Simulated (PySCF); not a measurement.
# C$_{3}$H$_{13}$NSi$_{2}$ (SMILES NC[SiH2]CC[SiH3]): what the fields show

```xyz
19

N    -2.5593    1.0501    0.0071
C    -2.2669   -0.1597    0.7783
Si   -1.0854   -1.4076   -0.0761
C     0.5443   -0.5206   -0.5156
C     1.2629    0.0648    0.7026
Si    2.8872    0.9402    0.2408
H    -2.9856    0.7997   -0.8791
H    -1.6972    1.5429   -0.2033
H    -1.8594    0.1673    1.7384
H    -3.2248   -0.6356    1.0001
H    -1.7200   -1.8699   -1.3191
H    -0.8282   -2.5347    0.8250
H     0.3558    0.2779   -1.2380
H     1.2109   -1.2238   -1.0183
H     1.4648   -0.7356    1.4175
H     0.5992    0.7662    1.2126
H     2.5978    2.0218   -0.7055
H     3.5061    1.4920    1.4471
H     3.7880   -0.0263   -0.3918
```

Geometry: GFN2-xTB.

All numbers below come from PBE0/pcSseg-1, SCF density, gas phase, non-relativistic (PySCF).

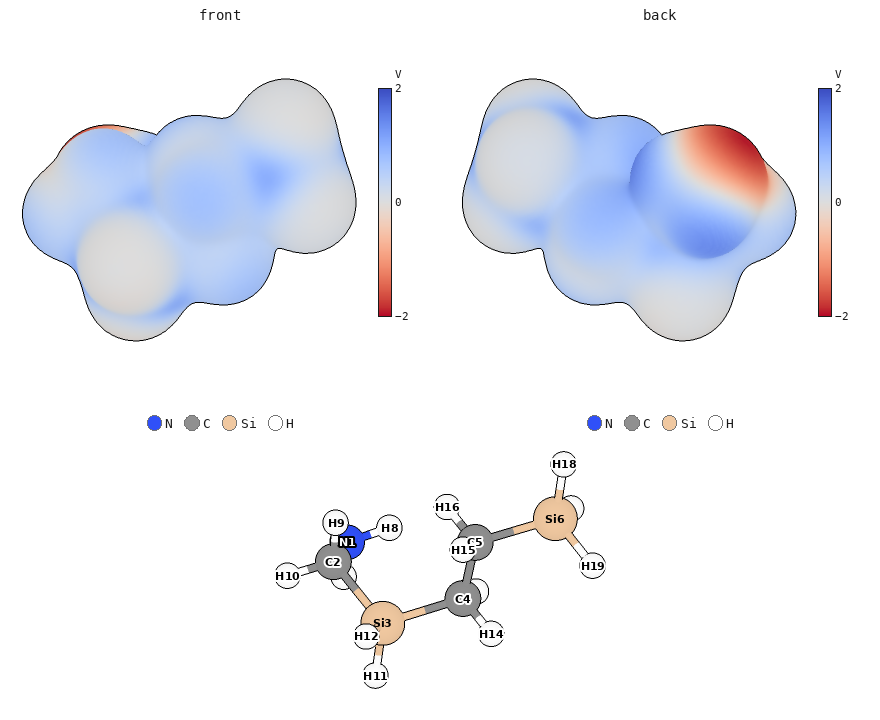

Figure 1. The electrostatic potential painted on the density surface at 0.002 e/bohr³, seen from the front and from behind; the colour scale runs from red (negative) to blue (positive). The bare structure is drawn below in the same view.

> Where is the surface potential most negative and most positive?

The most negative region (about −1.9 V) lies over N1, the most positive (about +1.4 V) over H7 and H8. N1 is the likeliest acceptor of a hydrogen bond.

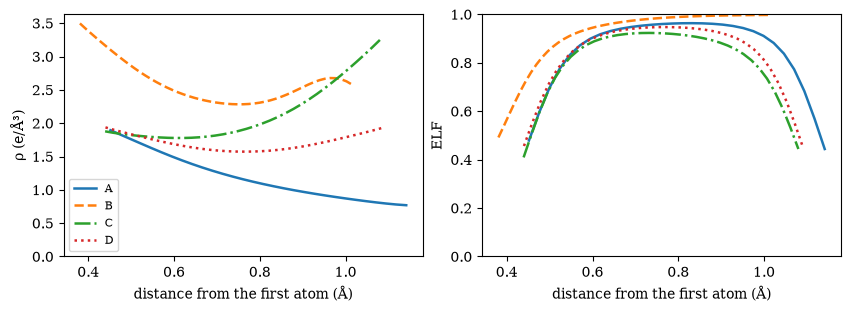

Figure 2. Electron density and ELF along straight lines between neighbouring atoms. The curves leave out the atomic cores.

> Which curve belongs to which contact (C–C, C–N, C–Si and N–H)? The first atom named is at distance zero.

Curve A: C–Si (1.90 Å): ρ at the midpoint is about 0.92 e/Å³; the ELF peaks at about 0.95 between the atoms (a shared electron pair). Curve B: N–H (1.01 Å): ρ is about 2.8 e/Å³ halfway; the ELF climbs to about 1 towards the hydrogen, as it does in any bond to H; a covalent bond by its length. Curve C: C–N (1.46 Å): the density is about 1.9 e/Å³ at the midpoint; the ELF peaks at about 0.90 between the atoms; a covalent bond. Curve D: C–C (1.53 Å): ρ is about 1.6 e/Å³ halfway; the ELF peaks at about 0.95 between the atoms, as expected for localised, covalent bonding.
